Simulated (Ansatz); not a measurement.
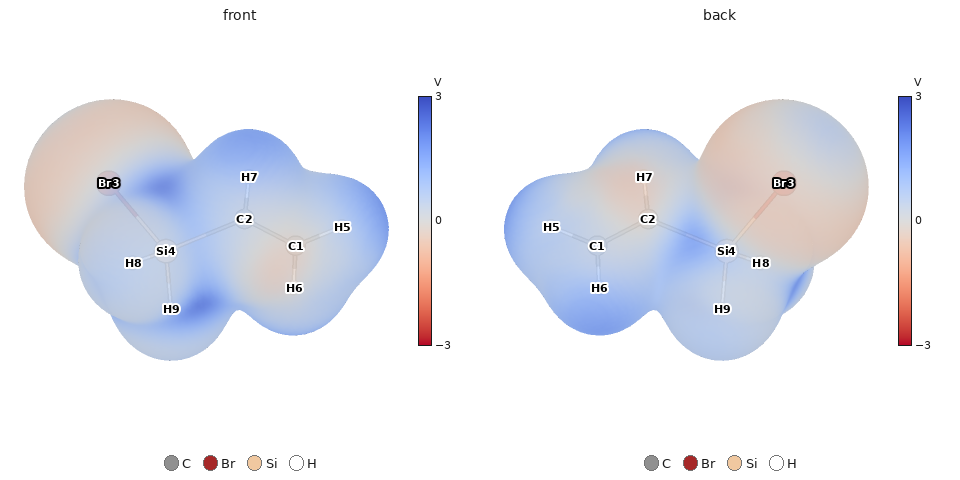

The picture shows: C$_{2}$H$_{5}$BrSi. The electrostatic potential painted on the density surface at 0.004 e/bohr³, seen from the front and from behind; the colour scale runs from red (negative) to blue (positive).

Geometry: PBE-D3(BJ)/def2-SVP.

The calculation used isolated molecule in a Gaussian basis; Kohn-Sham density functional theory, functional PBE0 (Ansatz).

```xyz
9

C    -1.2018    2.7902   -0.4016
C    -0.7669    1.9731    0.5793
Br   -0.5049   -1.3953    0.7357
Si    0.4487    0.5900    0.2653
H    -1.9129    3.6120   -0.2077
H    -0.8661    2.6747   -1.4472
H    -1.1418    2.1249    1.6083
H     1.6600    0.6988    1.1468
H     0.8497    0.5950   -1.1819
```

Which sites attract a positive test charge, and which a negative one?

Answer. A positive charge is drawn to the negative regions and a negative charge to the positive ones. The most negative region (about −0.5 V, or −12 kcal/mol for a unit charge) lies over C1, C2 and Br3, the most positive (about +2.0 V, or +46 kcal/mol for a unit charge) over Si4. Br3 shows a σ-hole: about +0.5 V, or +12 kcal/mol for a unit charge at the tip opposite its bond, against about −0.4 V, or −9 kcal/mol for a unit charge on its flanks.

What dipole moment does the calculation give?

Answer. Its dipole moment is 2.08 D.
